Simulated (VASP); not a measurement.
Band structure of KI (rock salt). All values below come from PBEsol GGA, VASP's PBE PAW potentials (set 64) (plane waves; VASP 6.6.1).

Unless said otherwise, spin-orbit coupling is left out, though it shifts the bands of the heavy elements here.

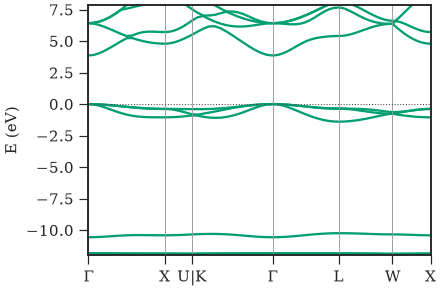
Fig. 1. Bands along high-symmetry lines, zero at the valence-band maximum or, without a gap, the Fermi level

Task: Read the plot: is there a gap, and where are the band edges?

Result: The gap is direct, 3.86 eV, from the valence maximum at Γ to the conduction minimum at Γ. (Edges off the drawn lines would not show.)

Measured: gap 6.10 eV (computed value off by -2.24 eV), as given by Aguado et al., (1998), arXiv:cond-mat/9809176.

The compound is KI in the rock salt structure. It was relaxed first.
